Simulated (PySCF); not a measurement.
**CH6AlAsO (SMILES C[O][AlH][AsH2]): levels of theory compared**

Wanted: a comparison of 5 runs (HF/STO-3G, B3LYP/STO-3G, r2SCAN/3-21G, B3LYP/6-31G*, B3LYP/def2-SVP) of CH6AlAsO. Input form: a Python script.

The results are computed with PySCF 2.14.0.

**1. Starting point**

CH6AlAsO: 10 atoms, total charge 0, spin state singlet. SMILES: `C[O][AlH][AsH2]`. The shape comes from GFN2-xTB, which is rough for such elements, and wasn't checked as a minimum. This is one conformer, not always the lowest.

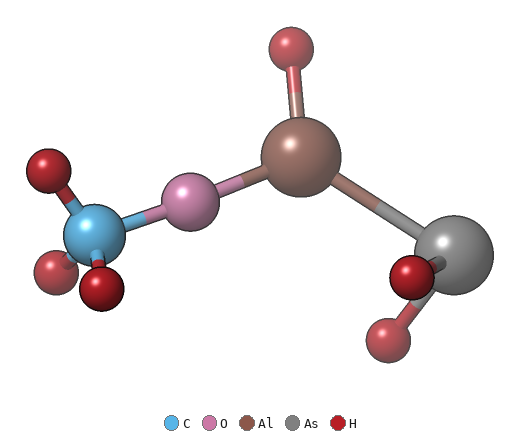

Viewed from a chosen angle; carbon blue, oxygen pink, aluminium brown, arsenic grey, hydrogen red.

**2. Energy and gradient at HF/STO-3G (run 1)**

Input file job.py:

```python
from pyscf import gto, scf

system = gto.M(
    atom='''
C     -0.095920     1.869220     0.175870
O     -0.084780     0.559920    -0.316660
Al    -0.085600    -0.956040    -0.979110
As     0.254310    -2.911690     0.385070
H      0.526100     1.936190     1.072650
H     -1.117400     2.162980     0.429750
H      0.292740     2.556990    -0.578520
H     -0.322310    -0.917340    -2.510650
H     -0.728350    -2.222640     1.315140
H      1.361220    -2.077580     1.006440
''',
    basis='sto-3g',
    spin=0,
    max_memory=1860,
    verbose=3,
)

hf = scf.RHF(system)
hf.conv_tol = 1e-10
hf.kernel()
if not hf.converged:
    hf = hf.newton().run(hf.mo_coeff, hf.mo_occ)

e_tot = hf.e_tot
print('E(%s) = %.9f' % ('HF', e_tot))
grad = hf.nuc_grad_method().kernel()
hf.analyze()
```

Command:

```sh
$ OMP_NUM_THREADS=1 python job.py
```

What it wrote:

```text
converged SCF energy = -2563.06726596468
E(HF) = -2563.067265965
--------------- RHF gradients ---------------
         x                y                z
0 C    -0.0010560629     0.0387749364     0.0135988950
1 O    -0.0004934609     0.0387785655     0.0091879581
2 Al     0.0043906437    -0.0323157753     0.0167119835
3 As     0.0025431476    -0.0738174561    -0.0167115198
4 H    -0.0011541639    -0.0079433898    -0.0049190436
5 H     0.0026017683    -0.0078640432    -0.0034478304
6 H    -0.0010800099    -0.0095359802    -0.0004568273
7 H    -0.0053822550     0.0053199112    -0.0330190690
8 H    -0.0153238520     0.0232305495     0.0116683778
9 H     0.0149542449     0.0253726821     0.0073870757
----------------------------------------------
**** MO energy ****
MO #1   energy= -427.52157114553   occ= 2
MO #2   energy= -57.8215410200853  occ= 2
MO #3   energy= -54.3976013100047  occ= 2
MO #4   energy= -49.2955218113097  occ= 2
MO #5   energy= -49.2950921017746  occ= 2
MO #6   energy= -49.2944499298995  occ= 2
MO #7   energy= -20.0992721544011  occ= 2
MO #8   energy= -11.0847997660668  occ= 2
MO #9   energy= -7.26717034870388  occ= 2
MO #10  energy= -5.20591713651933  occ= 2
MO #11  energy= -5.20330296232626  occ= 2
MO #12  energy= -5.20050684992077  occ= 2
MO #13  energy= -4.74845716049046  occ= 2
MO #14  energy= -2.97693188176494  occ= 2
MO #15  energy= -2.97635072122268  occ= 2
MO #16  energy= -2.97559681847844  occ= 2
MO #17  energy= -1.19283140921632  occ= 2
MO #18  energy= -1.0820691252193   occ= 2
MO #19  energy= -1.08153549776866  occ= 2
MO #20  energy= -1.07855219655765  occ= 2
MO #21  energy= -1.0754332421355   occ= 2
MO #22  energy= -1.07450122406255  occ= 2
MO #23  energy= -0.855767406533823 occ= 2
MO #24  energy= -0.726576693238019 occ= 2
MO #25  energy= -0.557531951954248 occ= 2
MO #26  energy= -0.556030605816169 occ= 2
MO #27  energy= -0.53332433801597  occ= 2
MO #28  energy= -0.420964813436276 occ= 2
MO #29  energy= -0.416205600383583 occ= 2
MO #30  energy= -0.331838187644433 occ= 2
MO #31  energy= -0.297131875417856 occ= 2
MO #32  energy= -0.295653689017054 occ= 2
MO #33  energy= -0.23629427892502  occ= 2
MO #34  energy= 0.331430280604317  occ= 0
MO #35  energy= 0.333885591673542  occ= 0
MO #36  energy= 0.424001348522627  occ= 0
MO #37  energy= 0.532401241577144  occ= 0
MO #38  energy= 0.571364542886611  occ= 0
MO #39  energy= 0.687685021740825  occ= 0
MO #40  energy= 0.717569396713586  occ= 0
MO #41  energy= 0.722246132542831  occ= 0
MO #42  energy= 0.739814469782947  occ= 0
MO #43  energy= 0.872251485790853  occ= 0
 ** Mulliken atomic charges  **
charge of    0C =      0.02176
charge of    1O =     -0.40264
charge of    2Al =      0.74551
charge of    3As =      0.03031
charge of    4H =      0.01800
charge of    5H =      0.02015
charge of    6H =      0.01927
charge of    7H =     -0.23342
charge of    8H =     -0.10952
charge of    9H =     -0.10943
Dipole moment(X, Y, Z, Debye): -0.11107,  1.19227, -0.11114
```

Wall time 5.7 s (1 thread of Intel Xeon at 2.70GHz, shared host); peak memory 0.12 GiB.

**3. Energy and gradient at B3LYP/STO-3G (run 2)**

Input file input.py:

```python
import pyscf.grad
from pyscf import gto, dft

mol = gto.M(
    atom='''
C   -0.095920   1.869220   0.175870
O   -0.084780   0.559920  -0.316660
Al  -0.085600  -0.956040  -0.979110
As   0.254310  -2.911690   0.385070
H    0.526100   1.936190   1.072650
H   -1.117400   2.162980   0.429750
H    0.292740   2.556990  -0.578520
H   -0.322310  -0.917340  -2.510650
H   -0.728350  -2.222640   1.315140
H    1.361220  -2.077580   1.006440
''',
    verbose=4,
    basis='sto-3g',
    max_memory=1860,
)

calc0 = dft.RKS(mol, xc='b3lyp')
calc0.grids.level = 5
calc0.conv_tol = 1e-10
calc0.kernel()
if not calc0.converged:
    calc0 = calc0.newton().run(calc0.mo_coeff, calc0.mo_occ)

e_final = calc0.e_tot
print('Final energy', e_final)
grad = calc0.Gradients().kernel()
calc0.analyze()
```

Command:

```sh
$ OMP_NUM_THREADS=1 python input.py
```

What it wrote:

```text
PySCF version 2.14.0

[... 78 lines left out ...]
converged SCF energy = -2565.53201529819
[... 17 lines left out ...]
Two-electron Energy =                 1322.657283874072164
[... 6 lines left out ...]
MO #3   energy= -51.8019955498295  occ= 2
[... 4 lines left out ...]
MO #8   energy= -10.0613895823189  occ= 2
[... 4 lines left out ...]
MO #13  energy= -3.95942625630398  occ= 2
[... 4 lines left out ...]
MO #18  energy= -0.62932976090351  occ= 2
[... 4 lines left out ...]
MO #23  energy= -0.527232061559493 occ= 2
[... 4 lines left out ...]
MO #28  energy= -0.291050480258413 occ= 2
[... 4 lines left out ...]
MO #33  energy= -0.109455906981852 occ= 2
[... 4 lines left out ...]
MO #38  energy= 0.354009062875226  occ= 0
[... 4 lines left out ...]
MO #43  energy= 0.563953694844971  occ= 0
[... 17 lines left out ...]
pop of  2 Al 2pz          1.99696
pop of  2 Al 3px          0.27571
pop of  2 Al 3py          0.50049
pop of  2 Al 3pz          0.61108
pop of  3 As 1s           2.00000
pop of  3 As 2s           1.99995
pop of  3 As 3s           1.99992
pop of  3 As 4s           1.72158
pop of  3 As 2px          1.99999
pop of  3 As 2py          2.00000
pop of  3 As 2pz          2.00000
pop of  3 As 3px          1.99798
pop of  3 As 3py          1.99828
pop of  3 As 3pz          1.99829
pop of  3 As 4px          0.87805
pop of  3 As 4py          1.31630
pop of  3 As 4pz          1.10399
pop of  3 As 3dxy         1.99125
pop of  3 As 3dyz         1.99283
pop of  3 As 3dz^2        1.99902
pop of  3 As 3dxz         1.99055
pop of  3 As 3dx2-y2      1.99768
pop of  4 H 1s            0.96611
pop of  5 H 1s            0.96150
pop of  6 H 1s            0.96445
pop of  7 H 1s            1.20822
pop of  8 H 1s            1.09218
pop of  9 H 1s            1.09214
 ** Mulliken atomic charges  **
charge of    0C =     -0.03535
charge of    1O =     -0.28945
charge of    2Al =      0.59506
charge of    3As =      0.01434
charge of    4H =      0.03389
charge of    5H =      0.03850
charge of    6H =      0.03555
charge of    7H =     -0.20822
charge of    8H =     -0.09218
charge of    9H =     -0.09214
Dipole moment(X, Y, Z, Debye): -0.11227,  1.70868,  0.18735
```

Run time: 27 s. Hardware: 1 thread of Intel Xeon at 2.70GHz, shared host; peak memory 0.47 GiB.

Runs 3 to 4 aren't shown in full; the table further down has their settings and results.

**4. Energy and gradient at B3LYP/def2-SVP (run 5)**

Input file job.py:

```python
# C[O][AlH][AsH2]
from pyscf import gto, dft

mol = gto.M(
    atom='''
C     -0.095920     1.869220     0.175870
O     -0.084780     0.559920    -0.316660
Al    -0.085600    -0.956040    -0.979110
As     0.254310    -2.911690     0.385070
H      0.526100     1.936190     1.072650
H     -1.117400     2.162980     0.429750
H      0.292740     2.556990    -0.578520
H     -0.322310    -0.917340    -2.510650
H     -0.728350    -2.222640     1.315140
H      1.361220    -2.077580     1.006440
''',
    verbose=4,
    basis='def2-svp',
    max_memory=1860,
    charge=0,
)

myscf = dft.RKS(mol, xc='b3lyp')
myscf.grids.level = 5
myscf.conv_tol = 1e-10
myscf.kernel()
if not myscf.converged:
    myscf = myscf.newton().run(myscf.mo_coeff, myscf.mo_occ)

e_final = myscf.e_tot
print('E(%s) = %.9f' % ('B3LYP', e_final))
grad = myscf.nuc_grad_method().kernel()
myscf.analyze()
```

Command:

```sh
$ OMP_NUM_THREADS=1 python job.py
```

What it wrote:

```text
PySCF version 2.14.0

[... 98 lines left out ...]
Two-electron Energy =                 1310.806094768503499
[... 11 lines left out ...]
MO #8   energy= -10.2376566244262  occ= 2
[... 9 lines left out ...]
MO #18  energy= -1.62120375588111  occ= 2
[... 9 lines left out ...]
MO #28  energy= -0.364385352438348 occ= 2
[... 9 lines left out ...]
MO #38  energy= 0.0523828643041577 occ= 0
[... 9 lines left out ...]
MO #48  energy= 0.328600717052843  occ= 0
[... 9 lines left out ...]
MO #58  energy= 0.536035875736928  occ= 0
[... 9 lines left out ...]
MO #68  energy= 0.771042291834052  occ= 0
[... 9 lines left out ...]
MO #78  energy= 1.49882734555852   occ= 0
[... 9 lines left out ...]
MO #88  energy= 1.88739043045156   occ= 0
[... 9 lines left out ...]
MO #98  energy= 2.67353037469867   occ= 0
[... 9 lines left out ...]
MO #108 energy= 3.4600842778766    occ= 0
[... 82 lines left out ...]
pop of  4 H 2px           0.00042
pop of  4 H 2py           0.00015
pop of  4 H 2pz           0.00079
pop of  5 H 1s            0.89580
pop of  5 H 2s            0.00777
pop of  5 H 2px           0.00107
pop of  5 H 2py           0.00019
pop of  5 H 2pz           0.00010
pop of  6 H 1s            0.89725
pop of  6 H 2s            0.00781
pop of  6 H 2px           0.00019
pop of  6 H 2py           0.00050
pop of  6 H 2pz           0.00069
pop of  7 H 1s            1.16904
pop of  7 H 2s            0.00322
pop of  7 H 2px           0.00009
pop of  7 H 2py           0.00017
pop of  7 H 2pz           0.00311
pop of  8 H 1s            0.99210
pop of  8 H 2s            0.00433
pop of  8 H 2px           0.00110
pop of  8 H 2py           0.00081
pop of  8 H 2pz           0.00147
pop of  9 H 1s            0.99219
pop of  9 H 2s            0.00431
pop of  9 H 2px           0.00146
pop of  9 H 2py           0.00104
pop of  9 H 2pz           0.00087
 ** Mulliken atomic charges  **
charge of    0C =     -0.04252
charge of    1O =     -0.59298
charge of    2Al =      0.70934
charge of    3As =     -0.18030
charge of    4H =      0.09314
charge of    5H =      0.09508
charge of    6H =      0.09356
charge of    7H =     -0.17563
charge of    8H =      0.00019
charge of    9H =      0.00014
Dipole moment(X, Y, Z, Debye): -0.02575,  1.38872,  0.55925
```

Wall time 68 s (1 thread of Intel Xeon at 2.70GHz, shared host); peak memory 1.1 GiB.

**5. The series**

```tsv
run	level	integration grid	Cartesian functions	energy (Eh)	dipole moment (D)	HOMO energy (eV)	LUMO energy (eV)	wall time
1	HF/STO-3G	–	no	-2563.067266	1.20	-6.43	9.02	5.7 s
2	B3LYP/STO-3G	5	no	-2565.532015	1.72	-2.98	4.47	27 s
3	r2SCAN/3-21G	5	no	-2582.297020	2.44	-5.79	-1.29	51 s
4	B3LYP/6-31G* (Cartesian functions)	5	yes	-2595.040514	1.65	-6.62	-0.93	66 s
5	B3LYP/def2-SVP	5	no	-2594.905695	1.50	-6.68	-0.97	68 s
```

**6. Results**

| quantity | value |
| --- | --- |
| run 5: total energy | -2594.90569 Eh |
| run 5: dipole moment | 1.50 D |
| run 5: HOMO energy | -6.68 eV |
| run 5: LUMO energy | -0.97 eV |
| run 5: HOMO–LUMO gap | 5.71 eV |
| run 5: largest force on an atom | 1.144 eV/Å |

What this shows: The dipole moment (its size) runs from 1.20 D (HF/STO-3G) to 2.44 D (r2SCAN/3-21G). The two ends differ in method and basis. The HOMO–LUMO gap runs from 4.50 eV (r2SCAN/3-21G) to 15.45 eV (HF/STO-3G). Totals of different functionals can't be ranked against each other. In runs 1, 2 the basis is minimal, so the values are rough. All runs together took 3.6 min, the longest 68 s.
